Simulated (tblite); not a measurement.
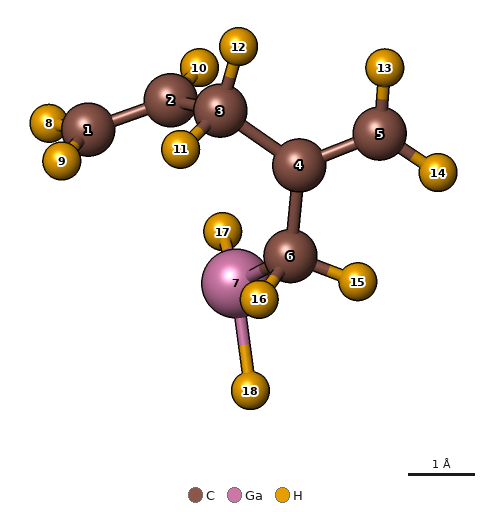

This is the input geometry for a relaxation of C6H11Ga. A ball-and-stick model, seen at a tilt.

All numbers below come from GFN2-xTB geometry optimisation, gas phase (tblite).

```xyz
18

C     1.7530   -1.0459   -1.3752
C     1.0125   -1.2234   -0.2693
C     1.1480   -0.1987    0.8056
C    -0.2078    0.4061    1.0320
C    -0.7893    0.3280    2.2413
C    -0.9473    1.0943   -0.0797
Ga   -1.4412    0.2860   -1.6838
H     1.7028   -1.7607   -2.1815
H     2.3885   -0.1644   -1.4569
H     0.3625   -2.1116   -0.1508
H     1.7814    0.6270    0.4325
H     1.5579   -0.6403    1.7339
H    -0.2416   -0.1762    3.0316
H    -1.7782    0.7623    2.4252
H    -1.9182    1.4356    0.3435
H    -0.4051    2.0194   -0.3779
H    -1.7278   -1.1380   -2.0289
H    -2.2590    1.5067   -2.4533
```

**What does the optimiser find from here?**

H18 moves most after the best rigid fit: 1.76 Å. By element the largest moves are H 1.76 Å, C 0.61 Å, Ga 0.42 Å. Some distances before and after: C1–Ga7 3.474 → 2.493 Å, C2–Ga7 3.209 → 2.686 Å, C6–Ga7 1.863 → 2.040 Å, Ga7–H18 1.659 → 1.568 Å. Bond angles that change, for instance: C6–Ga7–H18 102.2° → 123.5°, C4–C6–Ga7 124.7° → 105.1°, C6–Ga7–H17 131.6° → 120.3°. Groups turn about C6–Ga7 by about 30°. Over 120 geometry steps the energy falls by 21.5 kcal/mol.

Step by step:

```
step  E − E(0), kcal/mol
   0                0.00
   1               -4.57
   2               -7.02
   3               -8.08
   4               -9.31
   5              -10.24
   6              -11.08
   7              -11.74
   8              -12.25
   9              -12.61
  10              -12.93
  16              -14.39
  22              -15.18
  27              -15.75
  33              -16.32
  39              -17.13
  45              -18.76
  51              -20.06
  56              -20.72
  62              -21.20
  68              -21.33
  74              -21.39
  79              -21.42
  85              -21.45
  91              -21.46
  97              -21.47
 103              -21.48
 108              -21.49
 114              -21.50
 120              -21.50
```

Final geometry:

```xyz
18

C     1.2318   -0.8025   -1.5719
C     0.9783   -1.0534   -0.2814
C     1.1455   -0.0572    0.8147
C    -0.2456    0.4648    1.1260
C    -0.8981    0.0806    2.2160
C    -0.8301    1.3331    0.0647
Ga   -1.0905    0.1049   -1.5435
H     1.1125   -1.5667   -2.3304
H     1.7401    0.1053   -1.8762
H     0.5542   -2.0074    0.0157
H     1.7888    0.7646    0.4904
H     1.5741   -0.5307    1.6989
H    -0.4583   -0.5802    2.9448
H    -1.8912    0.4376    2.4313
H    -1.7522    1.7979    0.4258
H    -0.1326    2.1414   -0.1952
H    -1.9465   -1.1950   -1.4133
H    -0.8889    0.5690   -3.0279
```

The end point in the same view:

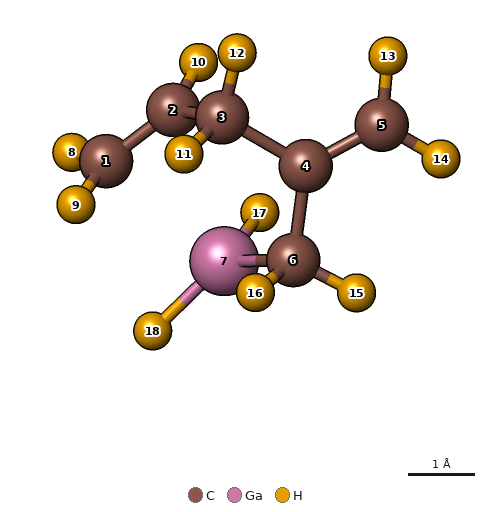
